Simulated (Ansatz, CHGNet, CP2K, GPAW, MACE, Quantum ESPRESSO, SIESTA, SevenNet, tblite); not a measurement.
# Quantum ESPRESSO on Σ7 (111) twist boundary in a MgS-YS solid solution (84 atoms): settings against a plane-wave reference

Aim: run Σ7 (111) twist boundary in a MgS-YS solid solution (84 atoms) in Quantum ESPRESSO and see how near its forces come to a plane-wave reference, and at what cost.

Main program and level: Quantum ESPRESSO 7.5; the method is named at each step.

### 1. Starting point

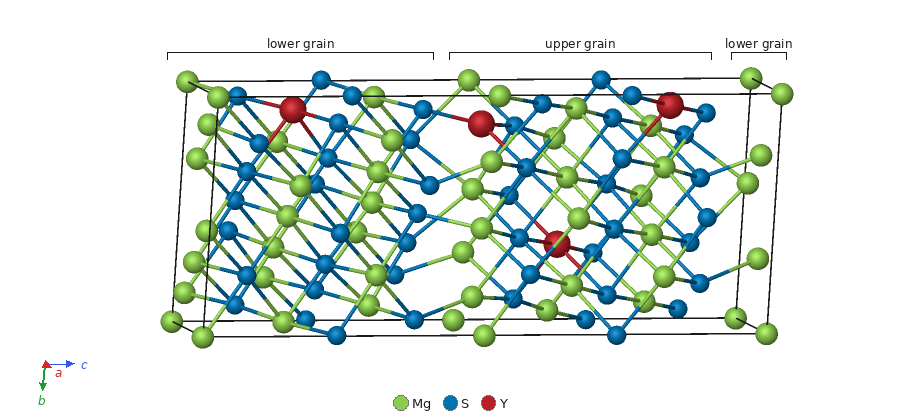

The starting structure, seen from the side, with the c axis across the page (magnesium green, sulfur blue, yttrium red). Bonds to atoms that aren't drawn are left out. Some periodic images of atoms are drawn too.

The cell holds 84 atoms: 38 Mg, 42 S and 4 Y. Its edges and angles: a = 9.782 Å, b = 9.782 Å, c = 19.373 Å, α = 90.0°, β = 90.0°, γ = 120.0°. Rock-salt MgS lattice (a = 5.2289 Å, the value set for the mixture); two grains turned against each other by 38.21 deg about [111]; 1 x 1 coincidence cells, 1 lattice periods a grain, two boundaries a cell, upper grain shifted by [0, 0] of the boundary cell and opened by 0.63 Å, no atom removed; 4 of 42 Mg sites given to Y at random (lattice constant by Vegard's rule between MgS and YS); not relaxed, displaced by a Gaussian of 0.02 Å. Then every atom was moved at random, 0.05 Å r.m.s. a Cartesian component. Regions: lower grain, 42 atoms (20 Mg, 21 S and 1 Y); upper grain, 42 atoms (18 Mg, 21 S and 3 Y). The structure's axis is c.

The yardstick, on the same geometry:

* method: Kohn-Sham DFT, PBE, PAW, plane waves (Ansatz 0.2.0); cutoff 420 eV, Γ point, fermi-dirac smearing of 0.05 eV; PAW set soft_2
* r.m.s. force component: 0.7989 eV/Å
* longest force: 6.331 eV/Å
* pressure: 3.067 GPa
* SCF cycles: 14
* time: 26 s on 4 threads of Intel Xeon Platinum 8259CL at 2.50GHz (Skylake/Cascade Lake), shared host
* CPU time: 94 s

### 2. PBE, sssp-1.3.0-efficiency, 45/360 Ry

Method: Kohn-Sham DFT, PBE, SSSP efficiency 1.3.0 pseudopotentials, plane waves.

File pw.in:

```
&control
  calculation = 'scf'
  pseudo_dir = './pseudo'
  outdir = './tmp'
  disk_io = 'none'
  tprnfor = .true.
  tstress = .true.
/
&system
  ibrav = 0
  nat = 84
  ntyp = 3
  ecutwfc = 45
  ecutrho = 360
  nosym = .true.
  occupations = 'smearing'
  smearing = 'fd'
  degauss = 0.003675
/
&electrons
  conv_thr = 4.2e-07
  electron_maxstep = 100
  mixing_beta = 0.2
  mixing_mode = 'local-TF'
  diagonalization = 'david'
/
ATOMIC_SPECIES
Mg 24.305 Mg.upf
S 32.060 S.upf
Y 88.906 Y.upf
CELL_PARAMETERS angstrom
9.78238 0.00000 0.00000
-4.89119 8.47179 0.00000
0.00000 0.00000 19.37344
ATOMIC_POSITIONS crystal
Mg 0.86032 0.56704 0.00142
S 0.09355 0.61765 0.08324
Mg 0.71029 0.13320 0.00136
S 0.95521 0.19767 0.07908
Mg 0.91015 0.37802 0.16022
S 0.13000 0.42232 0.23020
Mg 0.96172 0.18732 0.31446
S 0.19225 0.23527 0.39019
Mg 0.57595 0.71569 0.99879
S 0.81071 0.75726 0.08045
Mg 0.76009 0.95588 0.15395
S 0.00070 0.99762 0.23620
Mg 0.42806 0.29407 0.00082
S 0.65211 0.33422 0.07754
Mg 0.61105 0.52393 0.15720
S 0.86844 0.57963 0.23827
Mg 0.80245 0.75967 0.31083
S 0.04674 0.80861 0.38617
Y 0.47522 0.08976 0.16249
S 0.71069 0.13049 0.23110
Mg 0.67026 0.33786 0.30936
S 0.89715 0.38024 0.38989
Mg 0.29117 0.86271 0.00132
S 0.51525 0.89930 0.07946
Mg 0.14988 0.42884 0.99664
S 0.37401 0.47270 0.07556
Mg 0.33950 0.67146 0.15052
S 0.58238 0.72759 0.23132
Mg 0.52171 0.90444 0.31652
S 0.75270 0.94980 0.38606
Mg 0.99909 0.00148 0.99886
S 0.23732 0.04657 0.07596
Mg 0.19427 0.24025 0.15361
S 0.43640 0.29439 0.23228
Mg 0.39601 0.48345 0.31793
S 0.60190 0.51622 0.38781
Mg 0.24464 0.05326 0.31799
S 0.46654 0.09186 0.39378
Mg 0.06020 0.81486 0.15259
S 0.28119 0.85389 0.23238
Mg 0.08945 0.62685 0.31040
S 0.33214 0.65607 0.38773
Mg 0.57001 0.86837 0.49643
S 0.80290 0.04869 0.58547
Mg 0.71518 0.57277 0.49735
S 0.93998 0.75115 0.57635
Mg 0.76053 0.81055 0.66117
S 0.99793 0.00365 0.73305
Mg 0.86561 0.28551 0.49886
S 0.09673 0.47729 0.57740
Mg 0.90440 0.52148 0.65761
S 0.15151 0.71542 0.72936
Mg 0.95606 0.76293 0.81310
S 0.18249 0.94908 0.88493
Mg 0.13704 0.70990 0.49968
S 0.38696 0.88961 0.57983
[... 24 atom lines left out ...]
Mg 0.10763 0.48054 0.81133
S 0.32722 0.66278 0.89039
Mg 0.23475 0.18084 0.81300
S 0.48926 0.38218 0.89207
K_POINTS gamma
```

Launch:

```
OMP_NUM_THREADS=1 mpirun -np 4 pw.x -in pw.in > output.txt
```

Output:

```text
Program PWSCF
     gamma-point specific algorithms are used
     one sub-group per band group will be used
     scalapack distributed-memory algorithm (size of sub-group:  2*  2 procs)
     Parallelization info
     sticks:   dense  smooth     PW     G-vecs:    dense   smooth      PW
     Min        2115    1061    266               312415   110533   13803
     Max        2118    1066    269               312430   110534   13806
     Sum        8467    4255   1069              1249691   442135   55219
     bravais-lattice index     =            0
     lattice parameter (alat)  =      18.4860  a.u.
     unit-cell volume          =   10834.8538 (a.u.)^3
     number of atoms/cell      =           84
     number of atomic types    =            3
     number of electrons       =       372.00
     number of Kohn-Sham states=          223
     kinetic-energy cutoff     =      45.0000  Ry
     charge density cutoff     =     360.0000  Ry
     scf convergence threshold =      4.2E-07
     mixing beta               =       0.2000
     number of iterations used =            8  local-TF  mixing
     Exchange-correlation= SLA  PW   PBE  PBE
                           (   1   4   3   4   0   0   0)
     crystal axes: (cart. coord. in units of alat)
               a(1) = (   1.000000   0.000000   0.000000 )
               a(2) = (  -0.500000   0.866025   0.000000 )
               a(3) = (   0.000000   0.000000   1.980442 )
     reciprocal axes: (cart. coord. in units 2 pi/alat)
               b(1) = (  1.000000  0.577350 -0.000000 )
               b(2) = (  0.000000  1.154700  0.000000 )
               b(3) = (  0.000000 -0.000000  0.504938 )
     PseudoPot. # 1 for Mg:
     Pseudo is Projector augmented-wave + core cor, Zval =  2.0
     PseudoPot. # 2 for S :
     Pseudo is Ultrasoft + core correction, Zval =  6.0
     PseudoPot. # 3 for Y :
     Pseudo is Ultrasoft + core correction, Zval = 11.0
     atomic species   valence    mass     pseudopotential
     Mg                2.00    24.30500     Mg( 1.00)
     S                 6.00    32.06000     S ( 1.00)
     Y                11.00    88.90600     Y ( 1.00)
     No symmetry found
   Cartesian axes
     number of k points=     1  Fermi-Dirac smearing, width (Ry)=  0.0037
                       cart. coord. in units 2pi/alat
        k(    1) = (   0.0000000   0.0000000   0.0000000), wk =   2.0000000
     Dense  grid:   624846 G-vectors     FFT dimensions: ( 120, 120, 225)
     Smooth grid:   221068 G-vectors     FFT dimensions: (  80,  80, 160)
     Initial potential from superposition of free atoms
     starting charge     371.9455, renormalised to     372.0000
     negative rho (up, down):  1.729E-01 0.000E+00
     Starting wfcs are  372 randomized atomic wfcs
     Self-consistent Calculation
     iteration #  1     ecut=    45.00 Ry     beta= 0.20
     negative rho (up, down):  1.728E-01 0.000E+00
     total energy              =   -2648.30841689 Ry
     estimated scf accuracy    <       6.08495805 Ry
     iteration #  2     ecut=    45.00 Ry     beta= 0.20
     negative rho (up, down):  1.727E-01 0.000E+00
     total energy              =   -2646.79017488 Ry
     estimated scf accuracy    <       4.23852262 Ry
     iteration #  3     ecut=    45.00 Ry     beta= 0.20
     negative rho (up, down):  1.730E-01 0.000E+00
     total energy              =   -2647.45147944 Ry
     estimated scf accuracy    <       0.26624928 Ry
     iteration #  4     ecut=    45.00 Ry     beta= 0.20
     negative rho (up, down):  1.743E-01 0.000E+00
     total energy              =   -2647.43131856 Ry
     estimated scf accuracy    <       0.17157338 Ry
     iteration #  5     ecut=    45.00 Ry     beta= 0.20
     negative rho (up, down):  1.744E-01 0.000E+00
     total energy              =   -2647.43971406 Ry
     estimated scf accuracy    <       0.06251412 Ry
     iteration #  6     ecut=    45.00 Ry     beta= 0.20
[...]
total energy              =   -2647.43327275 Ry
     estimated scf accuracy    <       0.04443072 Ry
[...]
total energy              =   -2647.43864647 Ry
[...]
iteration # 16     ecut=    45.00 Ry     beta= 0.20
[...]
total energy              =   -2647.43864702 Ry
     estimated scf accuracy    <       0.00000159 Ry
     iteration # 17     ecut=    45.00 Ry     beta= 0.20
[...]
total energy              =   -2647.43864724 Ry
     estimated scf accuracy    <       0.00000057 Ry
     iteration # 18     ecut=    45.00 Ry     beta= 0.20
     negative rho (up, down):  1.736E-01 0.000E+00
     End of self-consistent calculation
          k = 0.0000 0.0000 0.0000 ( 27610 PWs)   bands (ev):
   -36.4420 -36.0311 -35.7121 -35.6018 -16.6675 -16.6462 -16.6369 -16.3371
   -16.3070 -16.2690 -16.2419 -15.9588 -15.8644 -15.8337 -15.8084 -15.7968
    -7.9806  -7.8896  -7.4106  -7.2857  -7.2258  -7.2109  -7.1498  -7.1263
    -7.0899  -7.0461  -6.9868  -6.9797  -6.9299  -6.8827  -6.8713  -6.8376
    -6.7749  -6.7394  -6.6757  -6.6492  -6.5486  -6.4810  -6.4404  -6.3403
    -6.3299  -6.2383  -6.0416  -6.0325  -5.9765  -5.8903  -5.7405  -5.5554
[...]
8.2586   8.2906   8.3147   8.3482   8.4811   8.5207   8.5700   8.6254
     8.6379   8.6980   8.7921   8.8377   8.9168   9.0032   9.0250   9.0698
     9.1034   9.1850   9.2178   9.2962   9.3256   9.3290   9.4004   9.4367
     9.4967   9.5535   9.6054   9.6395   9.6832   9.7172   9.7787
     the Fermi energy is     7.7590 ev
!    total energy              =   -2647.43864694 Ry
     estimated scf accuracy    <       0.00000035 Ry
     smearing contrib. (-TS)   =      -0.01336642 Ry
     internal energy E=F+TS    =   -2647.42528052 Ry
     The total energy is F=E-TS. E is the sum of the following terms:
     one-electron contribution =    -212.91334749 Ry
     hartree contribution      =     275.61132893 Ry
     xc contribution           =    -509.55721891 Ry
     ewald contribution        =   -1012.17753687 Ry
     one-center paw contrib.   =   -1188.38850617 Ry
     convergence has been achieved in  18 iterations
     negative rho (up, down):  1.736E-01 0.000E+00
     Forces acting on atoms (cartesian axes, Ry/au):
     atom    1 type  1   force =    -0.00678477    0.00335535    0.00641072
     atom    2 type  2   force =     0.00352935    0.00157397   -0.05066485
     atom    3 type  1   force =     0.01086993    0.01485245    0.00552196
     atom    4 type  2   force =    -0.00835522   -0.01561838   -0.03286111
     atom    5 type  1   force =    -0.01977767    0.01010669    0.00341616
     atom    6 type  2   force =     0.03883538    0.01330443    0.00860136
[...]
atom   82 type  2   force =     0.01186630    0.00500213    0.03947459
     atom   83 type  1   force =     0.01641384    0.00876362    0.03519803
     atom   84 type  2   force =    -0.02323425    0.01880808   -0.04400545
     Total force =     0.492455     Total SCF correction =     0.001512
     Computing stress (Cartesian axis) and pressure
     negative rho (up, down):  1.736E-01 0.000E+00
          total   stress  (Ry/bohr**3)                   (kbar)     P=       28.15
   0.00027056   0.00001751   0.00000992           39.80        2.58        1.46
   0.00001751   0.00022136   0.00003604            2.58       32.56        5.30
   0.00000992   0.00003604   0.00008208            1.46        5.30       12.07
     Message from routine punch:
     Nothing written, as per user request (disk_io='none')
```

Elapsed: 5.5 min, on 4 MPI ranks of Intel Xeon Platinum 8259CL at 2.50GHz (Skylake/Cascade Lake), shared host; peak memory 4 GiB; 22 min of CPU time.

Banners, paths, timers and routine set-up lines are dropped from the logs unmarked, and long logs keep their key lines alone; longer cuts are marked.

Compared with the plane-wave run:

- r.m.s. force component: 0.7976 eV/Å
- r.m.s. difference of force components: 5.409 meV/Å
- longest difference of force vectors: 18.29 meV/Å
- force difference over r.m.s. force: 0.677 %
- slope of forces against the reference's: 0.9983
- correlation of force components: 1
- pressure: 2.814 GPa
- pressure difference: -0.2525 GPa

Length of the force difference by element (eV/Å):

```
element  atoms    mean   most
     Mg     38  0.0086  0.016
      S     42  0.0086  0.015
      Y      4   0.010  0.018
```

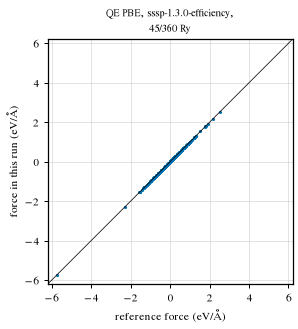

Force components against those of the reference; the line marks equality.

Local excerpt of 9 atoms (numbers count through the whole input) about Mg77, which has 3 bonded neighbours where the commonest count for Mg is 6; x, y, z are measured from there.

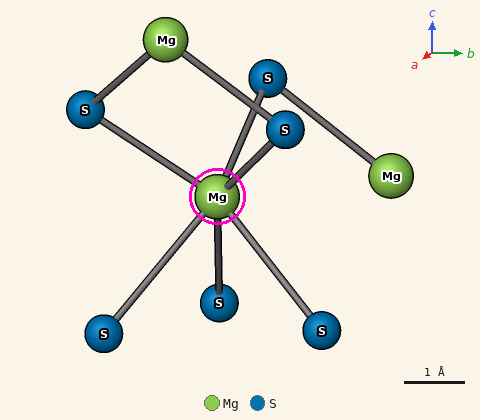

The atoms of the table, within 3.7 Å (arrows a, b, c point along x, y, z); some may hide others; the central atom is ringed.

```
atom      x      y      z  distance (Å)  bonds     Fx     Fy  Fz (eV/Å)
Mg77   0.00   0.00   0.00          0.00      3  -0.23  -0.27      -1.23
 S78   1.40   1.49   1.42          2.49      6  -0.66   0.57       0.88
 S46   0.65  -2.13   1.51          2.69      6   0.24   0.15      -0.31
 S44  -2.15   0.39   1.69          2.76      6   0.56   0.08      -0.97
  S8   0.75   1.97  -2.09          2.97      4  -0.13   0.17       0.80
 S18   1.41  -1.64  -2.17          3.07      4  -0.09   0.13       0.93
 S30  -2.15  -0.44  -2.17          3.09      4   0.46   0.03       0.79
Mg49  -2.69   2.40   0.01          3.61      4  -0.01  -0.82       0.62
Mg57   2.06  -0.43   2.99          3.66      6   0.07  -0.11       0.36
```

Forces lie 0.68 % from the reference's, at 14 times its CPU time.

### 3. Outcome

```yaml
force_difference_from_the_reference: QE PBE, sssp-1.3.0-efficiency, 45/360 Ry, 0.68 %
its_cpu_time: 22 min
```

**Reading.** PBE on plane waves or a grid with other potentials, cutoffs or grids differs from the reference by 0.68 % (QE PBE, sssp-1.3.0-efficiency, 45/360 Ry) of the r.m.s. force; this holds the reference's own error, so differences of a few per cent don't tell which side is nearer the exact PBE result (QE's 45 Ry are 612 eV, against the reference's 420 eV). The potentials hold different valence shells: 676 electrons in the reference, 372 in Quantum ESPRESSO with SSSP; this bears on time and differences. The host structure and its lattice constant were typed by rule, without a check against the phase diagram. The reference's pressure of 3.1 GPa belongs to a cell and atoms that aren't relaxed at this level. The electronic-structure runs sample only Γ, in a cell whose shortest periodic width is 8 Å, which is coarse for a cell with partly filled levels.

[Also dropped from logs without a mark: logging warnings of Python, and SIESTA's first energy breakdown and zero terms.]

[Logs are printed without paths, hosts, clocks, repeated set-up lines and the standing remarks that a program may print on its own settings, such as how far it seeks lower states.]

[Hosts, paths, dates, database ids (printed as entryN), source tags and the programs' standing remarks are cut or masked in the printed files.]
